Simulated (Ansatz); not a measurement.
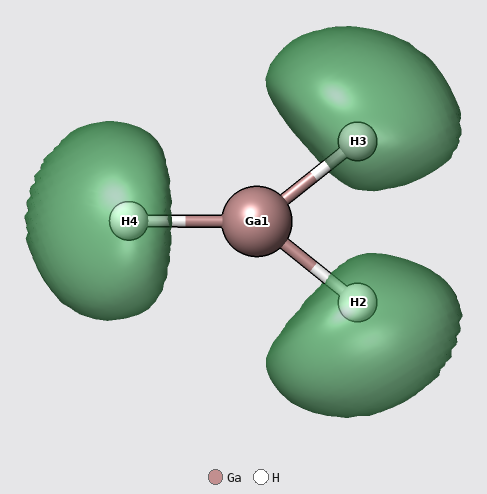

Figure 1: GaH$_{3}$. Isosurface of the electron localisation function at 0.85 (green), seen across its widest extent. Core shells and regions of very low density are left out.

Not at a stationary point (largest force 1.9 eV/Å).

Level of theory: RKS B3LYP/def2-SVP in Ansatz.

Where are the electrons localised?

Answer. The surface consists of three regions around hydrogen nuclei. Profiles from the grid: Ga–H (1.54 Å): the ELF climbs to about 1 towards the hydrogen.
